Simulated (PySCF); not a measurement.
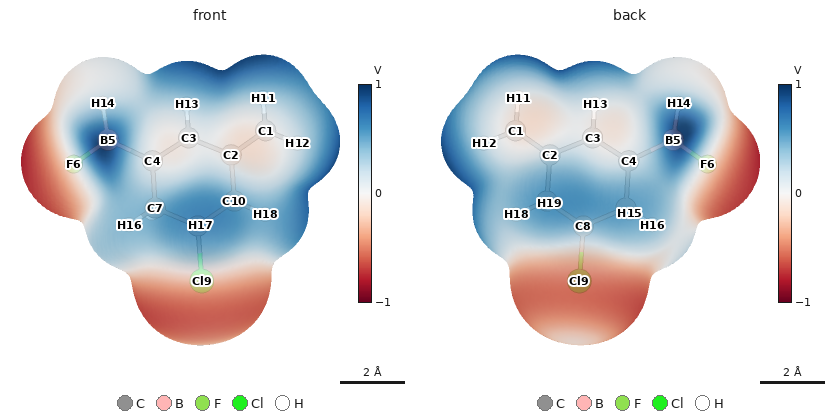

C7H9BClF. The molecular electrostatic potential painted on the density surface at 0.001 e/bohr³, seen from the front and from behind; the colour scale runs from red (negative) to blue (positive).

Geometry: GFN2-xTB.

These are results of PBE0/pcSseg-1, SCF density, gas phase, non-relativistic (PySCF), not measurements.

```xyz
19

C    -2.4517   -1.1899   -0.0626
C    -1.3102   -0.4985   -0.0897
C    -0.0393   -1.1517   -0.3095
C     1.1591   -0.5292   -0.2784
B     2.4748   -1.3042   -0.5326
F     3.6265   -0.6649   -0.4360
C     1.2194    0.9512    0.0141
C     0.0015    1.3960    0.8070
Cl    0.0374    3.1752    1.0329
C    -1.2770    0.9970    0.0870
H    -2.4673   -2.2565   -0.2075
H    -3.4024   -0.7122    0.1004
H    -0.0759   -2.2142   -0.5062
H     2.5279   -2.4447   -0.8045
H     1.2582    1.4979   -0.9338
H     2.1371    1.1826    0.5575
H     0.0211    0.9640    1.8118
H    -2.1540    1.3363    0.6399
H    -1.2948    1.4750   -0.8971
```

Question: Describe the electrostatic potential map.

Answer: The most negative region (about −0.8 V, or −18 kcal/mol for a unit charge) lies over F6, the most positive (about +0.9 V, or +21 kcal/mol for a unit charge) over B5, H11, H12 and H13.
